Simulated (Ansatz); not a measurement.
## Resistivity from frozen vibrations: Pb(111) with 4 thermally displaced layers, 2x2

Wanted: the phonon-limited resistivity of Pb at 300 K by the Landauer route. The measured value for the pure metal at this temperature is 21.3 µΩ cm (CRC Handbook of Chemistry and Physics, 84th ed., 2003, Electrical Resistivity of Pure Metals).

Method: Ansatz plane-wave DFT, PBE, PAW files; ballistic transport by layer matching (Landauer), zero bias; PAW set soft_1, in Ansatz 0.2.0.

**1. The starting structure**

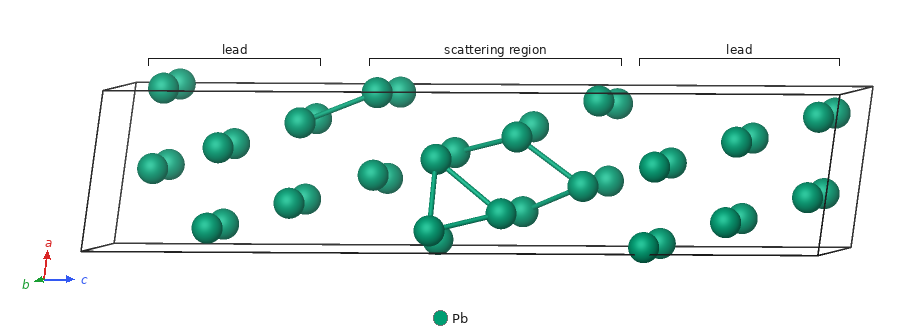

Start, viewed from the side, with the c axis across the page; lead teal. Bonds to atoms that aren't drawn are left out.

The cell holds 40 atoms: 40 Pb. Cell: a = 7.001 Å, b = 7.001 Å, c = 28.655 Å, α = 93.5°, β = 86.5°, γ = 120.0°. It derives from Pb. Regions: lead, 24 atoms (24 Pb); scattering region, 16 atoms (16 Pb). The structure is stacked along c, and the current runs across the ab planes.

**2. With 4 displaced layers**

Each atom of 4 layers is moved at random, by amounts drawn from a normal law 0.1385 Å wide in each direction from the Debye model (105 K) at 300 K. The layers about the cell's end stay perfect and serve as the lead. Disorder leaves little or no symmetry, which makes such runs dear. Energies from -0.05 to 0.05 eV in steps of 0.05 eV are too few for the program's thermal sum, so it prints no conductance; for a metal the transmission near the Fermi level serves, at a fraction of the cost.

The input, input.yaml:

```yaml
crystal:
  lattice:
    - [7.0014885046, 0.0, 0.0]
    - [-3.5007442523, 6.0634669093, 0.0]
    - [1.7503721261, -1.0105778182, 28.583457127]
  atoms:
    - { symbol: Pb, position: [0.9916666667, 0.0083333333, 0.05] }
    - { symbol: Pb, position: [0.9916666667, 0.5083333333, 0.05] }
    - { symbol: Pb, position: [0.4916666667, 0.0083333333, 0.05] }
    - { symbol: Pb, position: [0.4916666667, 0.5083333333, 0.05] }
    - { symbol: Pb, position: [0.1416666667, 0.3583333333, 0.15] }
    - { symbol: Pb, position: [0.1416666667, 0.8583333333, 0.15] }
    - { symbol: Pb, position: [0.6416666667, 0.3583333333, 0.15] }
    - { symbol: Pb, position: [0.6416666667, 0.8583333333, 0.15] }
    - { symbol: Pb, position: [0.2916666667, 0.2083333333, 0.25] }
    - { symbol: Pb, position: [0.2916666667, 0.7083333333, 0.25] }
    - { symbol: Pb, position: [0.7916666667, 0.2083333333, 0.25] }
    - { symbol: Pb, position: [0.7916666667, 0.7083333333, 0.25] }
    - { symbol: Pb, position: [0.9528788649, 0.0828241687, 0.3535927849] }
    - { symbol: Pb, position: [0.9754438229, 0.59432985, 0.3441594138] }
    - { symbol: Pb, position: [0.4142726625, 0.0280847475, 0.3494779698] }
    - { symbol: Pb, position: [0.4607696569, 0.5582324826, 0.3524023978] }
    - { symbol: Pb, position: [0.0562862442, 0.4109597016, 0.445606118] }
    - { symbol: Pb, position: [0.1361416161, 0.9293539315, 0.4545993281] }
    - { symbol: Pb, position: [0.596989507, 0.4228612244, 0.4531872906] }
    - { symbol: Pb, position: [0.5792680402, 0.8968815739, 0.4494439585] }
    - { symbol: Pb, position: [0.223133742, 0.2445308741, 0.5486271269] }
    - { symbol: Pb, position: [0.2372992205, 0.7745461225, 0.5422674158] }
    - { symbol: Pb, position: [0.7512528761, 0.2436056957, 0.5473550762] }
    - { symbol: Pb, position: [0.7135018387, 0.7548391269, 0.5488001505] }
    - { symbol: Pb, position: [0.8892824419, 0.0962185887, 0.650454222] }
    - { symbol: Pb, position: [0.9327910211, 0.6172109258, 0.647220635] }
    - { symbol: Pb, position: [0.4085673954, 0.1058712717, 0.6528771528] }
    - { symbol: Pb, position: [0.4008788677, 0.5978434776, 0.6406483063] }
    - { symbol: Pb, position: [0.0416666667, 0.4583333333, 0.75] }
    - { symbol: Pb, position: [0.0416666667, 0.9583333333, 0.75] }
    - { symbol: Pb, position: [0.5416666667, 0.4583333333, 0.75] }
    - { symbol: Pb, position: [0.5416666667, 0.9583333333, 0.75] }
    - { symbol: Pb, position: [0.1916666667, 0.3083333333, 0.85] }
    - { symbol: Pb, position: [0.1916666667, 0.8083333333, 0.85] }
    - { symbol: Pb, position: [0.6916666667, 0.3083333333, 0.85] }
    - { symbol: Pb, position: [0.6916666667, 0.8083333333, 0.85] }
    - { symbol: Pb, position: [0.8416666667, 0.1583333333, 0.95] }
    - { symbol: Pb, position: [0.8416666667, 0.6583333333, 0.95] }
    - { symbol: Pb, position: [0.3416666667, 0.1583333333, 0.95] }
    - { symbol: Pb, position: [0.3416666667, 0.6583333333, 0.95] }
kpoints:
  mp_grid: { grid: [4, 4, 1] }
hamiltonian:
  xc: pbe
  pseudopotentials: { kind: paw, azcp: { folder: soft_1 } }
scf:
  occupations: { method: fermi_dirac, width: 0.1 }
output:
  transmission: { leads: [[0, 4]], kmesh: [8, 8], e_range: [-0.05, 0.05], de: 0.05 }
  write_potential: true
  write_density: true
  volumetric_format: npy
  elf: true
```

Command:

```bash
$ ansatz run input.yaml --threads 4 --pin off --max-ram 15360MiB --backend cpu --events-out ev --progress --plain --runs-dir out
```

Numbers of over 12 decimals in the logs are rounded to 6 here.

The log of the run:

```text
Engine: ansatz 0.2.0, aarch64-unknown-linux-gnu
Pseudopotentials: kind: paw
Pseudopotential: Pb, paw, valence charge 14, recommended cutoff 420 eV (normal), soft_1/Pb.paw.azcp
Functional definition: PBE
  parameter kappa = 0.804
  parameter beta = 0.066725
  exchange = pbe_x(kappa = kappa, mu = beta*pi^2/3)
  correlation = pbe_c(beta = beta)
Crystal: 40 atoms, lattice volume = 1213.462 Å³
Basis set: ecut = 420 eV, 23733 PW (Γ)
Bands: 336, of which v1, the nominal top of the filled ones, is band 280 counted from 1 (279 counted from 0)
Symmetry: 1 space group operations
Space group: P1 (ITA 1), of the structure as read, at distance tolerance 1.1e-4 Å
k-points: 10 of 16 (time reversal used)
Non-local potential: Pb, projectors of the file, l = 0: 2, l = 1: 2, l = 2: 2, l = 3: 1
PAW form: soft (Blöchl's): semilocal exchange-correlation on the pseudo side does not see the compensation charge
PAW one-centre angular grid: Pb, 590 points (default); XC on 64 Gauss nodes
Initial density: superposition of atomic densities (chi_scale 0.1, normalization cell)
Initial wavefunctions: pseudopotential atomic-orbital guess
Functional: x = pbe(κ = 0.804, μ = 0.219515), c = pbe(β = 0.066725)
SCF iter   1: F=—  HF=-476352.943554 eV  |F-HF|=—  |Δ(HF+E_count)|=         —  Δρ=7.96e-3  dr2=1.35e0  ethr=3.10e-3  ⟨swp⟩=7.0  Hψ=13272  notcnv=0  defer=43
preconditioner: auto → Kerker (q_TF=auto, 2.398 Å⁻¹)  [metal: Δε(μ)=0.002 eV  Ē_g=15.687 eV  σ=0.100 eV  W_gap=0.01  n_scr=292 (ndim 8)  ℏωp=25.2 eV  f_vac=0.000  D(μ)=19.83/eV (n_scr^D=90)]
SCF iter   2: F=—  HF=-476352.669601 eV  |F-HF|=—  |Δ(HF+E_count)|=   2.74e-1  Δρ=4.97e-3  dr2=5.43e-1  ethr=2.42e-4  ⟨swp⟩=2.1  Hψ=5829  notcnv=0  defer=77
SCF iter   3: F=—  HF=-476352.540796 eV  |F-HF|=—  |Δ(HF+E_count)|=   1.29e-1  Δρ=1.23e-3  dr2=2.69e-2  ethr=9.70e-5  ⟨swp⟩=3.0  Hψ=6040  notcnv=0  defer=77
SCF iter   4: F=—  HF=-476352.541520 eV  |F-HF|=—  |Δ(HF+E_count)|=   7.24e-4  Δρ=1.96e-4  dr2=5.80e-4  ethr=4.81e-6  ⟨swp⟩=2.0  Hψ=6047  notcnv=0  defer=77
SCF iter   5: F=—  HF=-476352.541662 eV  |F-HF|=—  |Δ(HF+E_count)|=   1.43e-4  Δρ=5.02e-5  dr2=3.45e-5  ethr=1.04e-7  ⟨swp⟩=2.0  Hψ=4037  notcnv=0  defer=77
SCF iter   6: F=—  HF=-476352.542713 eV  |F-HF|=—  |Δ(HF+E_count)|=   1.05e-3  Δρ=9.66e-6  dr2=3.73e-6  ethr=6.16e-9  ⟨swp⟩=2.0  Hψ=4192  notcnv=0  defer=103
SCF iter   7: F=—  HF=-476352.542713 eV  |F-HF|=—  |Δ(HF+E_count)|=   1.14e-7  Δρ=4.32e-6  dr2=6.03e-7  ethr=6.65e-10  ⟨swp⟩=2.0  Hψ=5029  notcnv=0  defer=111
SCF iter   8: F=-476352.542713 eV  HF=-476352.542713 eV  |F-HF|=4.11e-8  |Δ(HF+E_count)|=   4.54e-8  Δρ=1.45e-6  dr2=6.91e-8  ethr=1.79e-11  ⟨swp⟩=11.8  Hψ=16027  notcnv=0
SCF 1 converged in 8 iterations: F = -476352.542713 eV  dr2 = 6.91e-8
  greatest PAW one-centre occupation: 0.978 electrons in one spin orbital (limit 2), on the Pb atom at site 25 (counted from 0), in its partial waves of l = 2
transmission: 129 of 1224 steps passed
transmission: 246 of 1224 steps passed
[...]
transmission: 1224 of 1224 steps passed
SCF converged after 8 iterations
Free energy (F): -476352.542713 eV
Harris-Foulkes:  -476352.542713 eV  (|F-HF|=4.11e-8)
Internal energy: -476351.891102 eV  (E = F + TS)
E sigma→0 (E₀):  -476352.216907 eV
Entropy (-TS):   -0.651611 eV (-16.290 meV/atom)
Fermi energy:    11.140827 eV
--- Per-component energies (eV) ---
  E_band       = -1363.396199
  E_kinetic    = 11741.452330
  E_local      = -39336.472522  (includes V_loc(G=0)·N_el)
  E_nonlocal   = 12205.873437
  E_hartree    = 15169.095295
  E_xc         = -8240.300463
  E_vxc        = -5530.425515  (∫ρ·V_xc dr)
  E_paw        = -415723.971999  (= ΣΔE_a)
  E_vpaw       = -10782.013086  (= ΣTr[D̂ρ^β])
  E_aug_tail   = -0.000275  (compensation charges beyond the density's cutoff)
  E_ewald      = -52167.566905
  E_smearing   = -0.651611  (= −TS)
  E_closure    = -0.000000  (closes the sum)
  Σ components = -476352.542713   (vs F -476352.542713, Δ=0.00e0)
--- Band table (eV; the first three rows and the last of 10) ---
  k-point 0: bands = [... 276 lower, 11.5361, 11.6181, 11.6442, 11.7805, 11.8182, 12.0704, 12.1457, 12.2116, ... 52 higher]
  k-point 1: bands = [... 276 lower, 10.7967, 10.8259, 10.9752, 11.0754, 11.5136, 11.6531, 11.7193, 11.8615, ... 52 higher]
  k-point 2: bands = [... 276 lower, 10.9718, 11.0202, 11.0828, 11.1378, 11.1902, 11.2893, 11.4048, 11.4752, ... 52 higher]
  k-point 9: bands = [... 276 lower, 10.9859, 11.0900, 11.1222, 11.2481, 11.2741, 11.3510, 11.3594, 11.3906, ... 52 higher]
--- Transmission ---
  basis      : 367 plane waves across, 36 finite elements along
  points     : 34, standing for a mesh of 8 x 8
  energies   : 3 from -0.050000 to 0.050000 eV about the Fermi level, 0.050000 eV apart; the leads are filled to 0.000000 eV, and channels, transmission and decay are at 0.000000 eV
  crystal 0  : Pb4, at the sites [0, 4], period 2.8583 Å, over 17.15 Å; its Hamiltonian steps by up to 9.2 meV
    offset         : up to 0.0000 Å between an atom of the period and one for which it stands
    channels       : 4.921875e0 a spin
    conductance    : none, the energies end too early or step too widely for 300 K: set another output.transmission.e_range or a lower de, or, where they end at an eighth of basis.ecutwfc, a higher one
  junction   : crystal 0 to crystal 0, 0.00 to 25.73 Å
    transmission   : 4.242647e0 a spin
    conductance    : none, the energies end too early or step too widely for 300 K: set another output.transmission.e_range or a lower de, or, where they end at an eighth of basis.ecutwfc, a higher one
```

Wall time 21 min (4 threads of Arm Neoverse V1, shared host); peak memory 7.7 GiB; 70 min of CPU time.

In the SCF lines HF is the Harris–Foulkes energy and dr2 the Hartree energy of the density residual, in eV; the loop may stop once dr2 is under the threshold and the program's other checks hold. Hψ counts applications of the Hamiltonian.

This step gave:

```yaml
free_energy: -476352.5427 eV
energy_at_zero_smearing: -476352.2169 eV
fermi_energy: 11.14 eV
cell_area: 42.45 Å²
transmission_per_spin_nearest_the_fermi_level: 4.243
open_channels_per_spin_nearest_the_fermi_level: 4.922
step_of_the_lead_s_potential: 9.2 meV
```

Per spin. The transmission, zone mean by energy, zero at the Fermi level:

```csv
energy (eV),"transmission, zone mean"
-0.0500,4.24
0.0000,4.24
0.0500,4.50
```

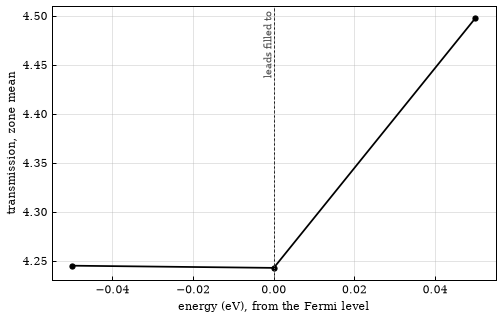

Transmission, zone mean against energy.

Per spin. The open channels, zone mean, lead by energy, zero at the Fermi level:

| energy (eV) | open channels, zone mean, lead |
| --- | --- |
| -0.0500 | 4.89 |
| 0.0000 | 4.92 |
| 0.0500 | 5.17 |

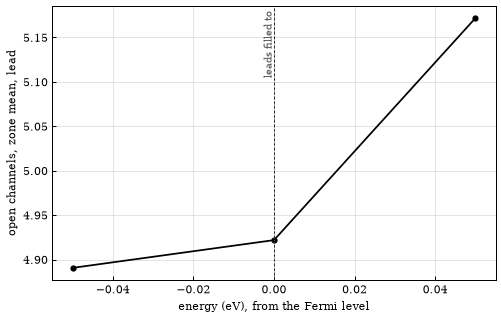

Open channels, zone mean, lead, plotted against energy.

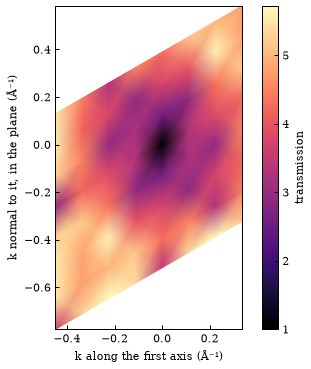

Transmission over k1 and k2. At 0.0000 eV from the Fermi level.

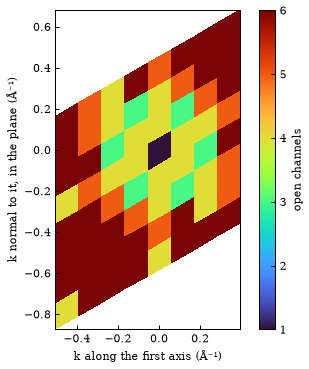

Open channels over k1 and k2. At 0.0000 eV from the Fermi level.

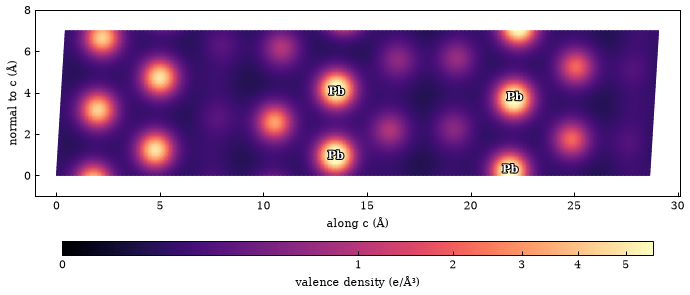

Valence density in the ca plane at fractional y = 0.929, with atoms of Pb within 0.2 Å of it. It is the smooth field of the valence electrons, not physical close to the nuclei. The colour scale is stretched toward low values.

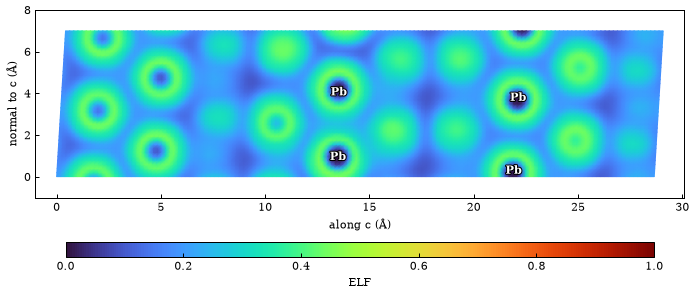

ELF in the ca plane at fractional y = 0.929, with atoms of Pb within 0.2 Å of it. It is the smooth field of the valence electrons, not physical close to the nuclei.

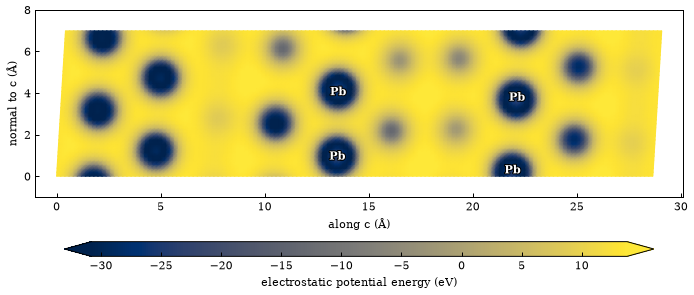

Electrostatic potential energy in the ca plane at fractional y = 0.929, with atoms of Pb within 0.2 Å of it. With pseudopotentials it is smooth inside the atoms' cores, unlike the true potential.

Over the solved energies the transmission per spin lies between 4.24 and 4.50, out of 4.99 channels of the lead on average (up to 5.17).

[end of part 1 of 2]

[Logs are printed without paths, hosts, clocks, repeated set-up lines and the standing remarks that a program may print on its own settings, such as how far it seeks lower states.]

[Hosts, paths, dates, database ids (printed as entryN), source tags and the programs' standing remarks are cut or masked in the printed files.]
